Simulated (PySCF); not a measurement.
# C₂H₈AlN: NMR shifts at several levels of theory

How much do the NMR shifts of C₂H₈AlN (`C=[CH][AlH2-][NH3+]`) depend on the level of theory, and what does each level cost?

Programs: PySCF 2.14.0, with density-fitted response routines of our own. Each step states its level of theory. These are calculated values for one molecule in the gas phase, unless marked as measured. Atoms are numbered from 0 throughout.

### 1 The molecule as given

12 atoms, charge 0, multiplicity 1; geometry from: GFN2-xTB.

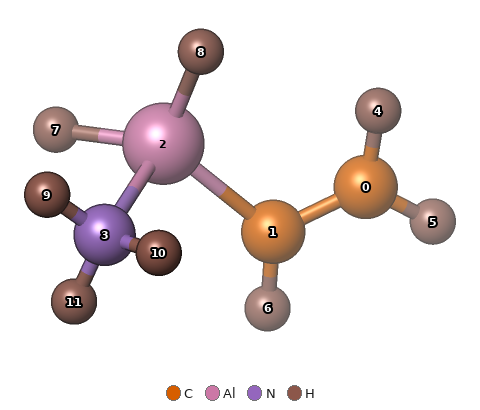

The starting geometry (carbon orange, aluminium pink, nitrogen purple, hydrogen brown), atoms numbered; sticks join atoms by distance.

### 2 Optimising the geometry at PBE0-D3(BJ)/def2-SVP

What the job is given:

```
{"job": {"xc": "PBE0", "basis": "def2-SVP", "d3": "d3bj", "grid": 1, "kind": "geom"}, "charge": 0, "multiplicity": 1}
C      2.269695     0.137056     0.284334
C      1.068053    -0.049407     0.836019
Al    -0.309265    -0.800994    -0.392152
N     -1.883683     0.533577    -0.216620
H      2.416714    -0.038452    -0.775490
H      3.150153     0.473552     0.821098
H      1.012601     0.146233     1.910964
H     -1.174893    -2.045934     0.015944
H     -0.048975    -0.610860    -1.924407
H     -2.635641     0.209691    -0.819656
H     -1.626876     1.474790    -0.502813
H     -2.236684     0.570064     0.736752
```

Output:

```text
step   0  E = -377.74430168  max force = 0.013090
step   1  E = -377.74723076  max force = 0.002454
step   2  E = -377.74744867  max force = 0.001601
step   3  E = -377.74759808  max force = 0.001341
step   4  E = -377.74783791  max force = 0.001619
step   5  E = -377.74798320  max force = 0.002119
step   6  E = -377.74808558  max force = 0.001182
step   7  E = -377.74815929  max force = 0.000560
step   8  E = -377.74818683  max force = 0.000994
step   9  E = -377.74820735  max force = 0.000899
step  10  E = -377.74821570  max force = 0.000435
optimisation converged
```

Wall time 32 s (1 thread, shared host).

Step by step:

| step | energy from step 0 (eV) | largest force component (eV/Å) |
| --- | --- | --- |
| 0 | 0.0000 | 0.6731 |
| 1 | -0.0797 | 0.1262 |
| 2 | -0.0856 | 0.0823 |
| 3 | -0.0897 | 0.0690 |
| 4 | -0.0962 | 0.0833 |
| 5 | -0.1002 | 0.1090 |
| 6 | -0.1030 | 0.0608 |
| 7 | -0.1050 | 0.0288 |
| 8 | -0.1057 | 0.0511 |
| 9 | -0.1063 | 0.0462 |
| 10 | -0.1065 | 0.0224 |

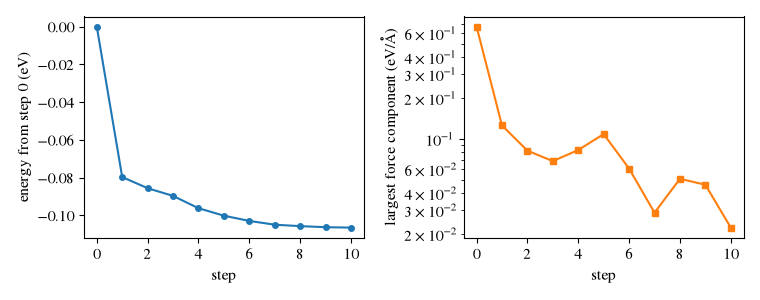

Energy and force, step by step.

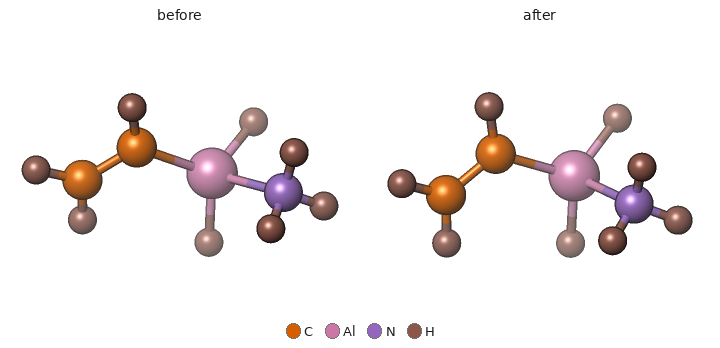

Before and after, at one scale.

Distances of close pairs at the start and the end, largest changes first:

| bond | before (Å) | after (Å) | change (Å) |
| --- | --- | --- | --- |
| Al2–H8 | 1.566 | 1.608 | +0.043 |
| Al2–H7 | 1.570 | 1.607 | +0.037 |
| C1–Al2 | 1.993 | 1.976 | -0.017 |
| C0–H4 | 1.084 | 1.099 | +0.015 |
| C0–H5 | 1.085 | 1.099 | +0.014 |
| C1–H6 | 1.094 | 1.102 | +0.008 |
| C0–C1 | 1.335 | 1.343 | +0.008 |
| Al2–N3 | 2.071 | 2.078 | +0.006 |

The final coordinates are the input of the step that follows.

| at the end point | value |
| --- | --- |
| point group (found at 0.08 Å tolerance) | C1 |
| rotational constants (GHz, main isotopes) | 9.338, 3.048, 2.645 |
| dipole moment (D) | 5.51 |

### 3 NMR shieldings: PBE0/cc-pVDZ

What the job is given:

```
{"job": {"kind": "nmr", "xc": "PBE0", "basis": "cc-pVDZ", "pop": true}, "charge": 0, "multiplicity": 1}
C      2.141753     0.321979     0.236759
C      1.061355    -0.274852     0.766455
Al    -0.400087    -0.990613    -0.354078
N     -1.740028     0.592191    -0.227298
H      2.266387     0.428386    -0.849876
H      2.965793     0.724517     0.842627
H      1.055804    -0.343677     1.866511
H     -1.327169    -2.162238     0.238948
H     -0.115548    -0.947934    -1.936546
H     -2.578210     0.449037    -0.792175
H     -1.288033     1.448270    -0.552428
H     -2.040490     0.754468     0.734794
```

Method: GIAO PBE0/cc-pVDZ NMR shielding, non-relativistic, gas phase.

Output:

```text
coarse grid: 9824 points
cycle   1  E = -377.8620784441  dE =  8.835e-03  |g| = 3.960e-01  |ddm| = 6.022e+00
cycle   2  E = -377.8588440747  dE =  3.234e-03  |g| = 4.268e-01  |ddm| = 1.660e+00
cycle   3  E = -377.9077630321  dE = -4.892e-02  |g| = 7.439e-02  |ddm| = 8.001e-01
cycle   4  E = -377.9089963568  dE = -1.233e-03  |g| = 3.580e-02  |ddm| = 1.448e-01
cycle   5  E = -377.9093404550  dE = -3.441e-04  |g| = 4.619e-03  |ddm| = 5.850e-02
cycle   6  E = -377.9093464519  dE = -5.997e-06  |g| = 1.481e-03  |ddm| = 1.125e-02
final grid: 88280 points
cycle   7  E = -377.9175265371  dE = -1.300e-05  |g| = 8.097e-03  |ddm| = 4.129e-02
cycle   8  E = -377.9175189922  dE =  7.545e-06  |g| = 1.010e-02  |ddm| = 2.786e-02
cycle   9  E = -377.9175420749  dE = -2.308e-05  |g| = 4.106e-04  |ddm| = 1.509e-02
cycle  10  E = -377.9175421181  dE = -4.316e-08  |g| = 1.330e-04  |ddm| = 9.708e-04
cycle  11  E = -377.9175421223  dE = -4.212e-09  |g| = 4.415e-05  |ddm| = 2.492e-04
cycle  12  E = -377.9175421227  dE = -3.865e-10  |g| = 2.113e-05  |ddm| = 8.477e-05
converged SCF energy = -377.9175421227

GIAO shielding tensors (ppm)
atom      isotropic    diamagn.    paramagn.     s11        s22        s33       span
  0 C       57.397     252.661    -195.264    -62.543     66.448    168.287    230.830
  1 C       50.225     249.286    -199.061    -72.838     29.649    193.864    266.702
  2 Al     479.715     800.242    -320.527    449.184    486.555    503.407     54.223
  3 N      243.518     306.747     -63.229    235.793    242.095    252.665     16.872
  4 H       24.981      32.129      -7.147     21.539     24.448     28.957      7.418
  5 H       24.744      28.709      -3.965     21.450     24.441     28.340      6.890
  6 H       24.646      30.325      -5.679     20.624     26.072     27.242      6.619
  7 H       27.020      30.023      -3.003     24.382     25.249     31.429      7.048
  8 H       27.126      31.061      -3.935     24.642     25.568     31.168      6.526
  9 H       29.762      28.346       1.416     24.366     25.041     39.878     15.512
 10 H       29.846      30.197      -0.350     24.455     26.416     38.668     14.213
 11 H       29.833      29.486       0.347     24.557     25.956     38.985     14.428
```

It took 6.4 s on 1 thread, shared host.

Shifts follow as δ = σ(reference) − σ, with reference shieldings (ppm) from runs at the same level and on the same kind of geometry: 1H TMS 31.29, 13C TMS 196.8, 15N NH3 273.1, 27Al AlH4- 538.6. The references are single molecules in the gas phase, so shifts against H2O, NH3, PH3, H3PO4 or CFCl3 are not on the usual liquid scales and can be off by tens of ppm. Shifts against hydride references such as AlH4− lie on their own scale. Atoms listed in one row are averaged.

| atoms | environment | σ (ppm) | δ (ppm) |
| --- | --- | --- | --- |
| C1 | alkene CH | 50.2 | 146.5 |
| C0 | terminal =CH2 carbon | 57.4 | 139.4 |
| H6 | hydrogen on an alkene CH | 24.65 | 6.64 |
| H5 | hydrogen on a terminal =CH2 carbon | 24.74 | 6.55 |
| H4 | hydrogen on a terminal =CH2 carbon | 24.98 | 6.31 |
| H7, H8 | hydrogen on an aluminium bonded to C, N | 27.07 | 4.22 |
| H9, H10, H11 | hydrogen on a donor nitrogen of a Lewis adduct | 29.81 | 1.48 |
| Al2 | aluminium bonded to C, N, 2 H | 479.7 | 58.8 |
| N3 | donor nitrogen of a Lewis adduct | 243.5 | 29.6 |

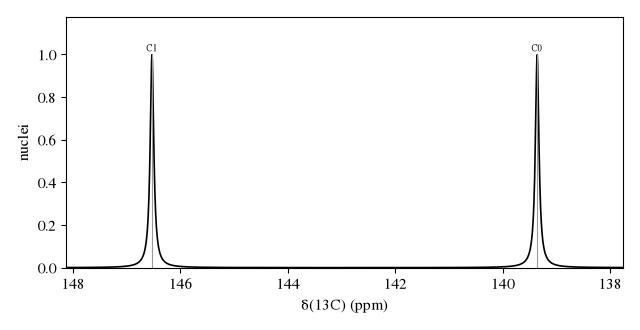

13C lines at the computed shifts, without couplings. Lines are broadened to a width of 0.08 ppm (Lorentzian).

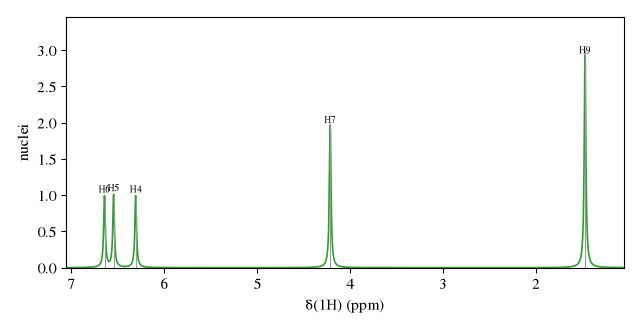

1H lines at the computed shifts, without couplings. Lines are broadened to a width of 0.02 ppm (Lorentzian).

The run also stored atomic charges by several schemes (e):

| atoms | Mulliken | IAO | Hirshfeld | ESP fit |
| --- | --- | --- | --- | --- |
| C0 | -0.05 | -0.28 | -0.10 | -0.31 |
| C1 | -0.25 | -0.48 | -0.21 | -0.30 |
| Al2 | 0.21 | 0.56 | 0.31 | 0.58 |
| N3 | -0.14 | -0.61 | -0.15 | -0.68 |

Hirshfeld charges:

| atom | value (e) |
| --- | --- |
| C0 | -0.10 |
| C1 | -0.21 |
| Al2 | 0.31 |
| N3 | -0.15 |
| H4 | 0.03 |
| H5 | 0.03 |
| H6 | 0.02 |
| H7 | -0.20 |
| H8 | -0.20 |
| H9 | 0.16 |
| H10 | 0.16 |
| H11 | 0.16 |

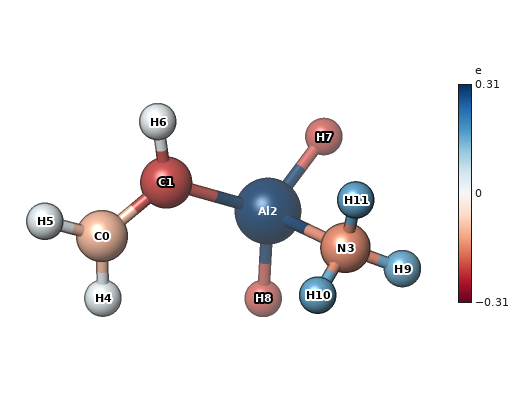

Hirshfeld charges, as colours on the atoms.

Mayer bond orders: C0–C1 2.00, C1–Al2 0.96, Al2–N3 0.48.

### 4 NMR shieldings: PBE0/cc-pVTZ

The job, as its differences from that of step 3:

```diff
@@ -1,2 +1,2 @@
-{"job": {"kind": "nmr", "xc": "PBE0", "basis": "cc-pVDZ", "pop": true}, "charge": 0, "multiplicity": 1}
+{"job": {"kind": "nmr", "xc": "PBE0", "basis": "cc-pVTZ", "pop": true}, "charge": 0, "multiplicity": 1}
 C      2.141753     0.321979     0.236759
```

With the program's defaults for keys left out, this is: GIAO PBE0/cc-pVTZ NMR shielding, non-relativistic, gas phase.

Output:

```text
coarse grid: 9824 points
cycle   1  E = -377.9246053736  dE = -3.033e-02  |g| = 4.325e-01  |ddm| = 6.524e+00
cycle   2  E = -377.9150774594  dE =  9.528e-03  |g| = 4.870e-01  |ddm| = 1.647e+00
cycle   3  E = -377.9762225536  dE = -6.115e-02  |g| = 7.631e-02  |ddm| = 8.677e-01
cycle   4  E = -377.9773355680  dE = -1.113e-03  |g| = 4.288e-02  |ddm| = 1.500e-01
cycle   5  E = -377.9778005417  dE = -4.650e-04  |g| = 5.824e-03  |ddm| = 6.288e-02
cycle   6  E = -377.9778096861  dE = -9.144e-06  |g| = 1.513e-03  |ddm| = 1.176e-02
final grid: 88280 points
cycle   7  E = -377.9759843196  dE = -4.197e-05  |g| = 8.224e-03  |ddm| = 6.803e-02
cycle   8  E = -377.9759764225  dE =  7.897e-06  |g| = 1.030e-02  |ddm| = 2.696e-02
cycle   9  E = -377.9759987677  dE = -2.235e-05  |g| = 4.563e-04  |ddm| = 1.452e-02
cycle  10  E = -377.9759987981  dE = -3.040e-08  |g| = 2.791e-04  |ddm| = 1.100e-03
cycle  11  E = -377.9759988172  dE = -1.902e-08  |g| = 7.397e-05  |ddm| = 4.652e-04
cycle  12  E = -377.9759988183  dE = -1.171e-09  |g| = 2.808e-05  |ddm| = 1.263e-04
cycle  13  E = -377.9759988185  dE = -2.073e-10  |g| = 2.032e-06  |ddm| = 4.105e-05
converged SCF energy = -377.9759988185

GIAO shielding tensors (ppm)
atom      isotropic    diamagn.    paramagn.     s11        s22        s33       span
  0 C       42.158     253.259    -211.101    -86.201     53.386    159.289    245.490
  1 C       32.365     245.090    -212.725   -101.319     12.128    186.286    287.605
  2 Al     423.278     803.440    -380.162    389.283    434.851    445.699     56.416
  3 N      234.717     291.895     -57.178    224.048    234.770    245.333     21.285
  4 H       24.975      31.241      -6.266     21.507     24.637     28.779      7.272
  5 H       24.629      29.500      -4.870     21.374     24.240     28.274      6.900
  6 H       24.450      29.839      -5.388     20.005     26.050     27.295      7.290
  7 H       27.054      29.528      -2.474     24.661     25.293     31.207      6.546
  8 H       27.159      30.486      -3.326     24.876     25.674     30.928      6.053
  9 H       29.534      28.167       1.367     24.125     24.775     39.703     15.578
 10 H       29.642      29.034       0.607     24.208     26.131     38.586     14.377
 11 H       29.632      28.756       0.876     24.293     25.697     38.907     14.615
```

It took 20 s on 1 thread, shared host.

Key values: δ C1 154.9, C0 145.1, Al2 69.4, N3 32.1, H6 6.84, H5 6.66 ppm.

### 5 Shielding tensors: PBE0/aug-cc-pVDZ

The job, as its differences from that of step 4:

```diff
@@ -1,2 +1,2 @@
-{"job": {"kind": "nmr", "xc": "PBE0", "basis": "cc-pVTZ", "pop": true}, "charge": 0, "multiplicity": 1}
+{"job": {"kind": "nmr", "xc": "PBE0", "basis": "aug-cc-pVDZ", "pop": true}, "charge": 0, "multiplicity": 1}
 C      2.141753     0.321979     0.236759
```

Level: GIAO PBE0/aug-cc-pVDZ NMR shielding, non-relativistic, gas phase.

Output:

```text
coarse grid: 9824 points
cycle   1  E = -377.8713648777  dE =  1.019e-03  |g| = 4.055e-01  |ddm| = 8.021e+00
cycle   2  E = -377.8618316317  dE =  9.533e-03  |g| = 4.590e-01  |ddm| = 2.299e+00
cycle   3  E = -377.9198409616  dE = -5.801e-02  |g| = 7.177e-02  |ddm| = 1.087e+00
cycle   4  E = -377.9209626868  dE = -1.122e-03  |g| = 3.717e-02  |ddm| = 1.773e-01
cycle   5  E = -377.9213303454  dE = -3.677e-04  |g| = 4.927e-03  |ddm| = 7.316e-02
cycle   6  E = -377.9213376281  dE = -7.283e-06  |g| = 1.246e-03  |ddm| = 1.350e-02
final grid: 88280 points
cycle   7  E = -377.9295080932  dE = -1.571e-05  |g| = 7.867e-03  |ddm| = 1.168e-01
cycle   8  E = -377.9295001467  dE =  7.947e-06  |g| = 9.950e-03  |ddm| = 3.324e-02
cycle   9  E = -377.9295230881  dE = -2.294e-05  |g| = 3.586e-04  |ddm| = 1.701e-02
cycle  10  E = -377.9295231182  dE = -3.009e-08  |g| = 1.487e-04  |ddm| = 1.205e-03
cycle  11  E = -377.9295231239  dE = -5.660e-09  |g| = 2.690e-05  |ddm| = 3.486e-04
cycle  12  E = -377.9295231240  dE = -1.202e-10  |g| = 1.709e-05  |ddm| = 7.877e-05
converged SCF energy = -377.9295231240

GIAO shielding tensors (ppm)
atom      isotropic    diamagn.    paramagn.     s11        s22        s33       span
  0 C       57.333     206.470    -149.137    -61.624     65.007    168.616    230.240
  1 C       45.036     215.887    -170.851    -82.114     25.644    191.579    273.693
  2 Al     471.467     800.803    -329.336    445.603    478.477    490.322     44.719
  3 N      244.133     277.131     -32.998    236.744    242.260    253.395     16.651
  4 H       24.953      28.387      -3.435     21.445     24.727     28.686      7.241
  5 H       24.552      34.202      -9.651     21.290     24.302     28.064      6.775
  6 H       24.414      32.019      -7.606     20.030     26.151     27.060      7.029
  7 H       26.985      27.150      -0.165     24.524     25.211     31.220      6.695
  8 H       27.089      27.549      -0.460     24.750     25.552     30.965      6.216
  9 H       29.762      30.096      -0.333     24.543     25.110     39.634     15.091
 10 H       29.816      28.140       1.676     24.559     26.345     38.544     13.985
 11 H       29.795      29.356       0.439     24.594     25.897     38.894     14.300
```

It took 13 s on 1 thread, shared host.

Key values: δ C1 150.1, C0 137.8, Al2 69.6, N3 25.7, H6 6.98, H5 6.84 ppm.

### 6 Shielding tensors: PBE0/IGLO-III

The job, as its differences from that of step 5:

```diff
@@ -1,2 +1,2 @@
-{"job": {"kind": "nmr", "xc": "PBE0", "basis": "aug-cc-pVDZ", "pop": true}, "charge": 0, "multiplicity": 1}
+{"job": {"kind": "nmr", "xc": "PBE0", "basis": "IGLO-III", "pop": true}, "charge": 0, "multiplicity": 1}
 C      2.141753     0.321979     0.236759
```

Level: GIAO PBE0/IGLO-III NMR shielding, non-relativistic, gas phase.

Output:

```text
coarse grid: 9824 points
cycle   1  E = -377.9299380854  dE = -4.335e-02  |g| = 4.397e-01  |ddm| = 2.138e+00
cycle   2  E = -377.9188934829  dE =  1.104e-02  |g| = 4.930e-01  |ddm| = 6.603e-01
cycle   3  E = -377.9813560132  dE = -6.246e-02  |g| = 7.927e-02  |ddm| = 3.795e-01
cycle   4  E = -377.9824827738  dE = -1.127e-03  |g| = 4.598e-02  |ddm| = 6.144e-02
cycle   5  E = -377.9830113526  dE = -5.286e-04  |g| = 6.743e-03  |ddm| = 2.388e-02
cycle   6  E = -377.9830229077  dE = -1.156e-05  |g| = 1.432e-03  |ddm| = 5.236e-03
cycle   7  E = -377.9830232885  dE = -3.809e-07  |g| = 5.753e-04  |ddm| = 1.014e-03
final grid: 88280 points
cycle   8  E = -377.9821866375  dE = -5.833e-05  |g| = 7.145e-03  |ddm| = 3.228e-02
cycle   9  E = -377.9821814980  dE =  5.140e-06  |g| = 8.501e-03  |ddm| = 8.240e-03
cycle  10  E = -377.9821980538  dE = -1.656e-05  |g| = 4.447e-04  |ddm| = 4.485e-03
cycle  11  E = -377.9821980680  dE = -1.417e-08  |g| = 3.297e-04  |ddm| = 3.330e-04
cycle  12  E = -377.9821980931  dE = -2.515e-08  |g| = 7.456e-05  |ddm| = 1.733e-04
cycle  13  E = -377.9821980944  dE = -1.231e-09  |g| = 2.943e-05  |ddm| = 5.081e-05
cycle  14  E = -377.9821980946  dE = -2.149e-10  |g| = 2.605e-06  |ddm| = 1.668e-05
converged SCF energy = -377.9821980946

GIAO shielding tensors (ppm)
atom      isotropic    diamagn.    paramagn.     s11        s22        s33       span
  0 C       34.856     252.859    -218.004    -97.026     46.044    155.549    252.575
  1 C       22.307     255.477    -233.170   -117.120      1.943    182.098    299.218
  2 Al     424.647     803.437    -378.790    383.063    437.728    453.150     70.087
  3 N      231.986     317.100     -85.115    221.414    231.875    242.668     21.254
  4 H       25.048      31.756      -6.707     21.655     24.758     28.732      7.077
  5 H       24.696      29.412      -4.716     21.487     24.339     28.261      6.774
  6 H       24.536      31.150      -6.615     20.090     26.182     27.335      7.245
  7 H       27.086      29.501      -2.415     24.704     25.310     31.244      6.540
  8 H       27.202      30.375      -3.173     24.918     25.698     30.990      6.072
  9 H       29.682      27.661       2.022     24.412     24.974     39.661     15.249
 10 H       29.786      30.221      -0.435     24.475     26.296     38.587     14.112
 11 H       29.773      29.324       0.449     24.519     25.870     38.928     14.409
```

Wall time 18 s (1 thread, shared host).

Key values: δ C1 161.5, C0 148.9, Al2 60.2, N3 28.6, H6 6.84, H5 6.68 ppm.

### 7 NMR shieldings: PBE0/pcSseg-0

The job, as its differences from that of step 6:

```diff
@@ -1,2 +1,2 @@
-{"job": {"kind": "nmr", "xc": "PBE0", "basis": "IGLO-III", "pop": true}, "charge": 0, "multiplicity": 1}
+{"job": {"kind": "nmr", "xc": "PBE0", "basis": "pcSseg-0", "pop": true}, "charge": 0, "multiplicity": 1}
 C      2.141753     0.321979     0.236759
```

Level: GIAO PBE0/pcSseg-0 NMR shielding, non-relativistic, gas phase.

Output:

```text
coarse grid: 9824 points
cycle   1  E = -377.2890610315  dE = -8.921e-02  |g| = 3.204e-01  |ddm| = 3.100e+00
cycle   2  E = -377.2913414857  dE = -2.280e-03  |g| = 3.249e-01  |ddm| = 7.560e-01
cycle   3  E = -377.3188732715  dE = -2.753e-02  |g| = 8.121e-02  |ddm| = 4.355e-01
cycle   4  E = -377.3204213270  dE = -1.548e-03  |g| = 3.185e-02  |ddm| = 1.034e-01
cycle   5  E = -377.3206940198  dE = -2.727e-04  |g| = 2.265e-03  |ddm| = 3.308e-02
cycle   6  E = -377.3206953437  dE = -1.324e-06  |g| = 1.309e-03  |ddm| = 3.884e-03
final grid: 88280 points
cycle   7  E = -377.3409093714  dE = -1.012e-05  |g| = 5.185e-03  |ddm| = 1.389e-02
cycle   8  E = -377.3409070864  dE =  2.285e-06  |g| = 6.248e-03  |ddm| = 1.025e-02
cycle   9  E = -377.3409155021  dE = -8.416e-06  |g| = 3.289e-04  |ddm| = 5.249e-03
cycle  10  E = -377.3409155284  dE = -2.632e-08  |g| = 7.636e-05  |ddm| = 4.172e-04
cycle  11  E = -377.3409155298  dE = -1.438e-09  |g| = 2.315e-05  |ddm| = 1.047e-04
cycle  12  E = -377.3409155299  dE = -1.116e-10  |g| = 1.074e-05  |ddm| = 3.048e-05
converged SCF energy = -377.3409155299

GIAO shielding tensors (ppm)
atom      isotropic    diamagn.    paramagn.     s11        s22        s33       span
  0 C       39.654     257.746    -218.093    -93.948     49.826    163.084    257.032
  1 C       35.826     262.186    -226.361    -98.599     11.231    194.845    293.445
  2 Al     413.982     794.367    -380.384    383.096    422.686    436.166     53.070
  3 N      241.317     315.591     -74.274    226.390    242.700    254.859     28.469
  4 H       26.265      31.482      -5.217     23.048     26.090     29.657      6.609
  5 H       26.042      29.320      -3.278     23.001     26.076     29.049      6.048
  6 H       26.021      32.050      -6.028     22.785     27.141     28.139      5.353
  7 H       27.674      29.599      -1.926     24.778     26.411     31.832      7.054
  8 H       27.765      30.147      -2.382     25.052     26.687     31.555      6.503
  9 H       31.447      28.909       2.537     26.089     26.651     41.599     15.509
 10 H       31.541      29.259       2.282     26.214     28.083     40.325     14.110
 11 H       31.450      29.164       2.286     26.177     27.554     40.621     14.443
```

Run time: 3.5 s. Hardware: 1 thread, shared host.

This run: δ C1 157.7, C0 153.9, Al2 61.9, N3 24.7, H6 6.81, H5 6.79 ppm.

### 8 Side by side: NMR shifts

Shifts (ppm) of some atoms, chosen among heavy atoms and hydrogens apart, means over like atoms, with basis size and wall time:

| run | C1 | C0 | H6 | H7 | H9 | Al2 | N3 | functions | time |
| --- | --- | --- | --- | --- | --- | --- | --- | --- | --- |
| PBE0/cc-pVDZ | 146.5 | 139.4 | 6.64 | 4.22 | 1.48 | 58.8 | 29.6 | 100 | 6.4 s |
| PBE0/cc-pVTZ | 154.9 | 145.1 | 6.84 | 4.18 | 1.69 | 69.4 | 32.1 | 236 | 20 s |
| PBE0/aug-cc-pVDZ | 150.1 | 137.8 | 6.98 | 4.36 | 1.60 | 69.6 | 25.7 | 168 | 13 s |
| PBE0/IGLO-III | 161.5 | 148.9 | 6.84 | 4.23 | 1.63 | 60.2 | 28.6 | 229 | 18 s |
| PBE0/pcSseg-0 | 157.7 | 153.9 | 6.81 | 5.11 | 1.35 | 61.9 | 24.7 | 56 | 3.5 s |

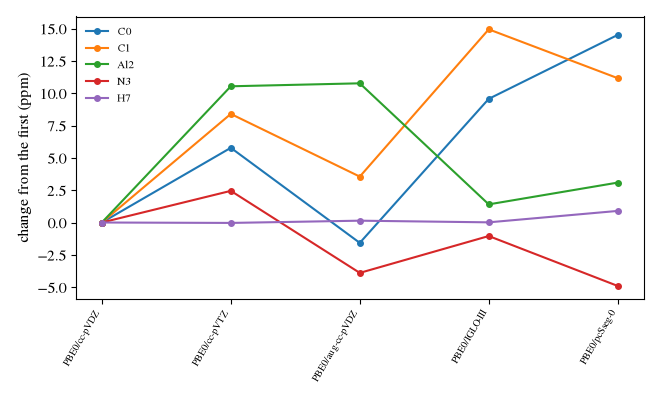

How five of the tabulated atoms move from run to run.

### 9 What came out

| quantity | value |
| --- | --- |
| point group | C1 |
| rotational constants (main isotopes) | 9.34, 3.05, 2.65 GHz |
| 13C shifts against TMS (PBE0/cc-pVDZ) | 146.5, 139.4 ppm |
| 1H shifts against TMS (PBE0/cc-pVDZ, means over atoms taken as alike) | 6.64, 6.55, 6.31, 4.22, 1.48 ppm |
| 27Al shifts against AlH4- (PBE0/cc-pVDZ) | 58.8 ppm |
| 15N shifts against NH3 (PBE0/cc-pVDZ) | 29.6 ppm |
| range of the shift of C0 | 137.8 to 153.9 ppm |

What this shows: Single values in the summary come from the first run of each kind that ended normally (PBE0/cc-pVDZ), which need not be the best level. Over 10 steps the energy fell by 0.107 eV; of the close pairs, Al2–H8 changed most, 1.566 to 1.608 Å. At PBE0/cc-pVDZ: Shielding is most anisotropic at C1 (span 267 ppm, paramagnetic term -199 ppm). Across the 5 runs the shift of C0 moves most, between 137.8 (PBE0/aug-cc-pVDZ) and 153.9 ppm (PBE0/pcSseg-0).
